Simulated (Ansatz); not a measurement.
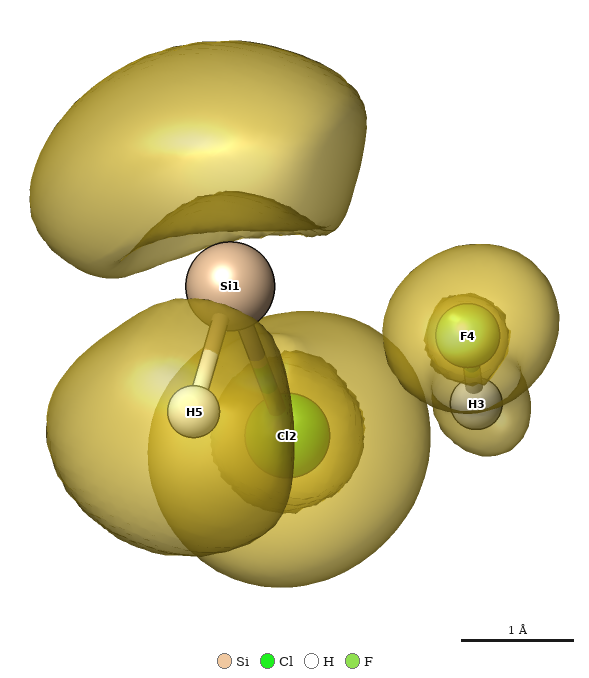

*ClHSi···HF. Isosurface of the ELF at 0.75 (yellow), seen from one side. Core shells and regions of very low density are left out.*

The reactant side of a reaction path; geometry: PBE0-D4/def2-TZVP.

Computed with Ansatz, RKS PBE0-D4/def2-TZVPP.

```xyz
5

Si   -0.4638   -0.6024    0.9368
Cl    1.0678   -1.2619   -0.4203
H    -0.1240    0.4926   -1.2366
F    -0.8630    0.8331   -0.7659
H     0.3830    0.5385    1.4859
```

Identify the bonds, lone pairs and shells in this picture.

Answer. The ELF exceeds this value in one region around a hydrogen nucleus, one region on Cl in which the atom's valence shell and bonds are merged, one lobe on Si, pointing away from the bonds (lone pairs) and one joined region spread over several atoms (F, H), in which their bonds and any lone pairs are merged. Profiles from the grid: Si1···F4 (2.26 Å): the ELF is about 0.20 at the midpoint. Si–Cl (2.15 Å): the ELF peaks at about 0.85 between the atoms; a polar covalent bond.
